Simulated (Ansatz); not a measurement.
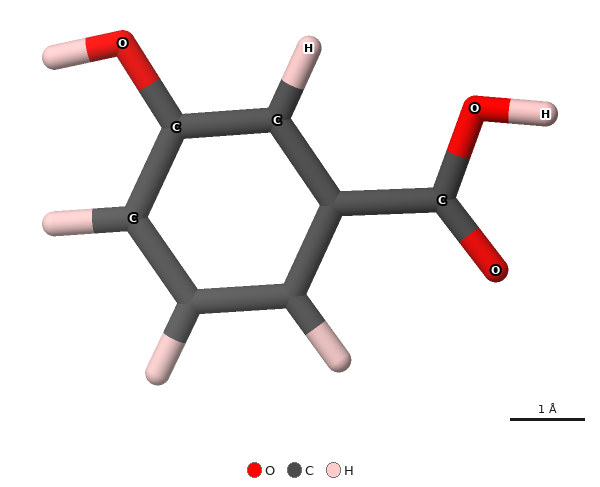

Fig. 1: The structure (stick view, seen on its broad side). Bond lengths as drawn: C–C 1.38 to 1.48 Å, C–H 1.08 to 1.09 Å, C–O 1.20 to 1.35 Å and H–O 0.96 to 0.97 Å.

**Run report: C7H6O3, single-point calculation**

The run: single-point calculation of C7H6O3, SMILES O=C(O)c1cccc(O)c1. Method and program: RKS PBE0-D4/def2-TZVPP (Ansatz 0.2.0).

The geometry comes from this level: PBE0-D4/def2-TZVP.

**Log**
```
Functional definition: PBE0
  name "PBE0"
  cite "Adamo & Barone, J. Chem. Phys. 110, 6158 (1999) doi:10.1063/1.478522"
  cite "Perdew, Burke & Ernzerhof, Phys. Rev. Lett. 77, 3865 (1996) doi:10.1103/PhysRevLett.77.3865"
  parent pbe
  parameter a = 0.25
  parameter kappa = 0.804
  parameter beta = 0.06672455060314922
  exchange = (1 - a)*pbe_x(kappa = kappa, mu = beta*pi^2/3) + a*exact_x
  correlation = pbe_c(beta = beta)
2067 factors; their error is unknown
mean field evaluation 1: about -13476.1358 eV, gradient 8.0e1 eV
mean field evaluation 2: about -13471.3383 eV, gradient 9.5e1 eV
mean field evaluation 4: about -13488.4105 eV, gradient 7.6e0 eV
mean field evaluation 8: about -13488.5146 eV, gradient 2.3e-1 eV
mean field evaluation 16: about -13488.5365 eV, gradient 9.0e-4 eV
mean field -13488.53654287 eV, -495.6945750922 hartree, gradient 3.7e-5 eV, S^2 0.000000; 0 other end points of the search recorded, 0 dependent functions left out
reference -13488.53657653 eV, -495.6945763289 hartree; 36, 36 occupied and 358, 358 virtual orbitals, 2067 factors
Total energy: -13488.92565505 eV, -495.7088747009 hartree
```

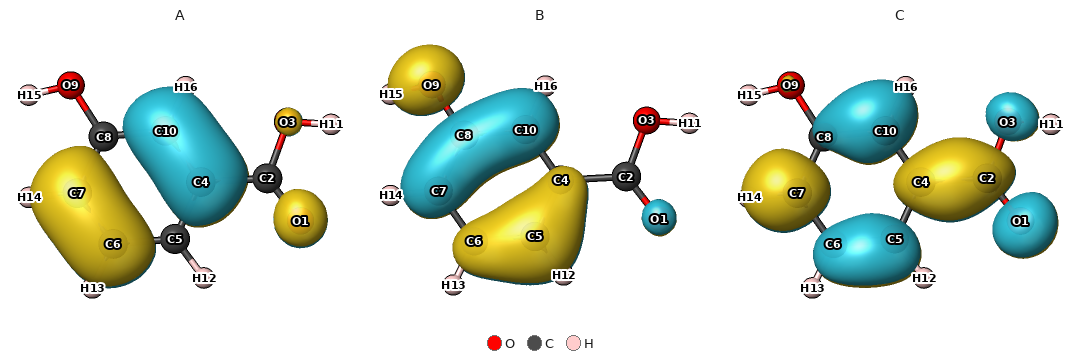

Fig. 2: Three frontier orbitals at ±0.08 Å⁻³ᐟ² (yellow and cyan are the two phases). A is the HOMO−1 (−7.77 eV). B is the HOMO (−6.87 eV). C is the LUMO (−1.47 eV). The HOMO–LUMO gap is 5.40 eV between the orbital energies.

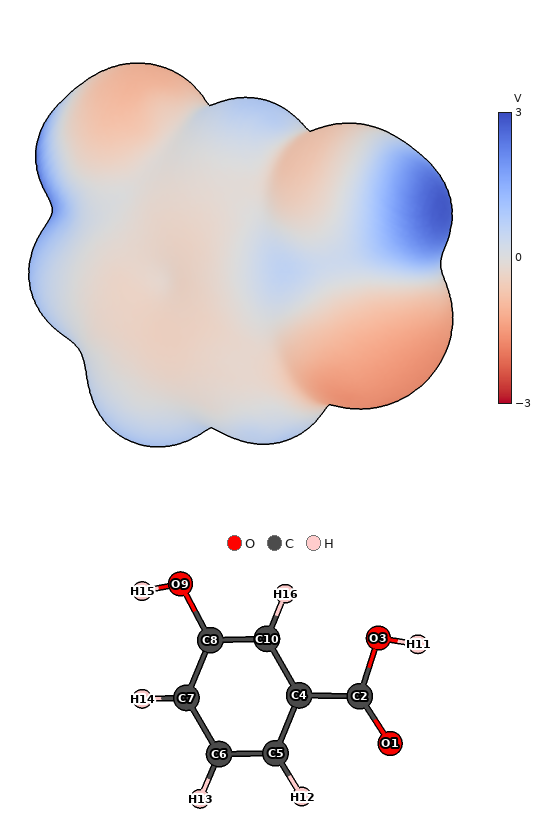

Fig. 3: The electrostatic potential painted on the density surface at 0.002 e/bohr³, seen at a tilt; red is negative and blue positive. The bare structure is drawn below in the same view.

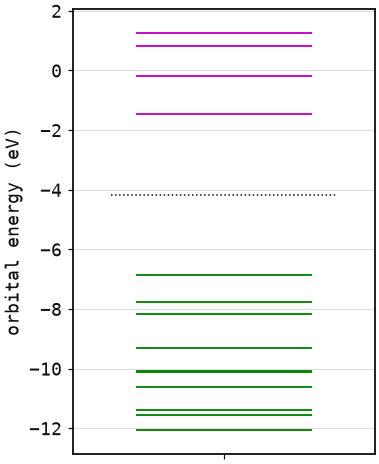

Fig. 4: Orbital energies near the frontier; the dotted line parts filled from empty levels, and levels within 0.02 eV of each other stand side by side. Highest filled −6.87 eV, lowest empty −1.47 eV, 5.40 eV apart.

This output came from the following input.

**Input file**
```yaml
crystal:
  periodic: [false, false, false]
  atoms:
    - {symbol: O, position_ang: [2.633394, -1.623988, -0.807450]}
    - {symbol: C, position_ang: [1.619806, -1.613724, -0.158553]}
    - {symbol: O, position_ang: [1.267282, -2.640874, 0.634018]}
    - {symbol: C, position_ang: [0.642062, -0.500485, -0.139642]}
    - {symbol: C, position_ang: [0.909253, 0.611656, -0.932731]}
    - {symbol: C, position_ang: [0.016875, 1.667001, -0.937172]}
    - {symbol: C, position_ang: [-1.131906, 1.620721, -0.160861]}
    - {symbol: C, position_ang: [-1.393427, 0.507527, 0.629465]}
    - {symbol: O, position_ang: [-2.498097, 0.407348, 1.407217]}
    - {symbol: C, position_ang: [-0.504314, -0.558007, 0.641154]}
    - {symbol: H, position_ang: [1.968088, -3.300798, 0.545113]}
    - {symbol: H, position_ang: [1.811516, 0.626050, -1.529775]}
    - {symbol: H, position_ang: [0.210824, 2.539662, -1.549591]}
    - {symbol: H, position_ang: [-1.829236, 2.453530, -0.168645]}
    - {symbol: H, position_ang: [-3.030095, 1.202289, 1.313056]}
    - {symbol: H, position_ang: [-0.715123, -1.420609, 1.258694]}
basis:
  gaussian: {orbitals: def2-TZVPP}
hamiltonian: {xc: pbe0, dispersion: d4}
output: {orbitals: {seedname: orbitals}}
```

Launch command:
```bash
ansatz run in.yaml --threads 2 --pin off --events-out ev --progress --plain --max-ram 20480MiB --backend cuda --devices 0, --max-vram 18GiB
```

**Summary**

| quantity | value |
| --- | --- |
| outcome | converged |
| total energy | −13488.9257 eV |
| mean-field energy | −13488.5366 eV |
| dispersion energy | −0.3891 eV |
| SCF solution under orbital rotations | stable |
| HOMO | −6.87 eV |
| LUMO | −1.47 eV |
| hardware | 2 CPU threads, shared host |
| wall time | 2.1 s (CPU time 3 s) |
| peak memory | 0.91 GiB |
